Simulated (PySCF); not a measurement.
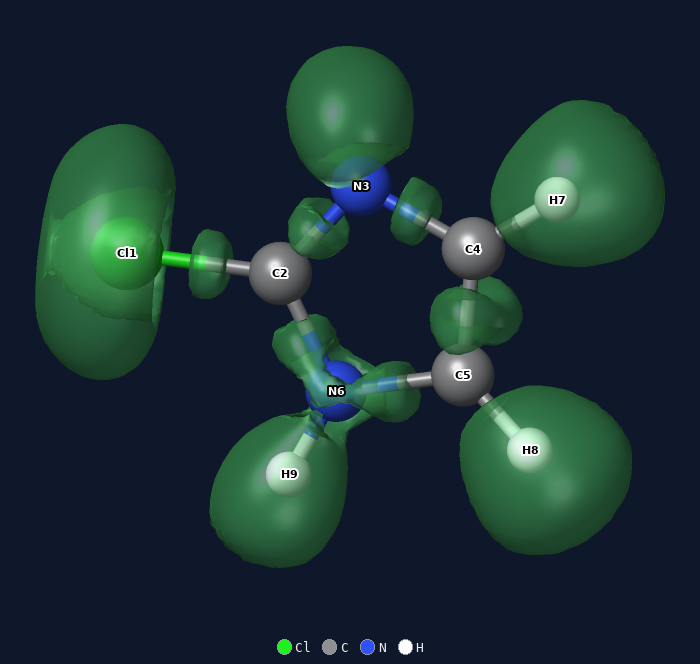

Figure 1: C$_{3}$H$_{3}$ClN$_{2}$ (SMILES Clc1ncc[nH]1). Isosurface of the electron localisation function at 0.8 (green), seen at a tilt. Only the valence region is drawn (cores and ρ < 0.01 e/Å³ removed).

Geometry: GFN2-xTB, MD frame at 250 fs, 200 K.

All numbers below come from PySCF 2.14.0, PBE0/pcSseg-1, SCF density, gas phase, non-relativistic.

```yaml
atoms:
  - { symbol: Cl, position_ang: [2.6930, -0.7135, 0.5141] }
  - { symbol: C, position_ang: [1.1259, -0.6142, 0.0637] }
  - { symbol: N, position_ang: [0.3269, -1.6226, -0.0841] }
  - { symbol: C, position_ang: [-0.9006, -1.0586, -0.2900] }
  - { symbol: C, position_ang: [-0.8918, 0.2802, -0.2123] }
  - { symbol: N, position_ang: [0.4671, 0.5836, -0.0497] }
  - { symbol: H, position_ang: [-1.7543, -1.6568, -0.4480] }
  - { symbol: H, position_ang: [-1.6924, 0.9981, -0.2209] }
  - { symbol: H, position_ang: [0.8547, 1.4850, 0.1919] }
```

Q: Identify the bonds, lone pairs and shells in this picture.

A: The surface consists of one region between bonded C–C atoms (shared pairs), one region between bonded C–Cl atoms (shared pairs), two regions between bonded C–N atoms (shared pairs), three regions around hydrogen nuclei, one ring or bowl of non-bonding electrons around Cl and one lobe on N, pointing away from the bonds (lone pairs). Along the contacts the grid gives the following. C–N (1.30 Å): the ELF peaks at about 0.90 between the atoms; localised, covalent bonding. C–C (1.34 Å): the ELF peaks at about 0.95 between the atoms; a short, multiple covalent bond.
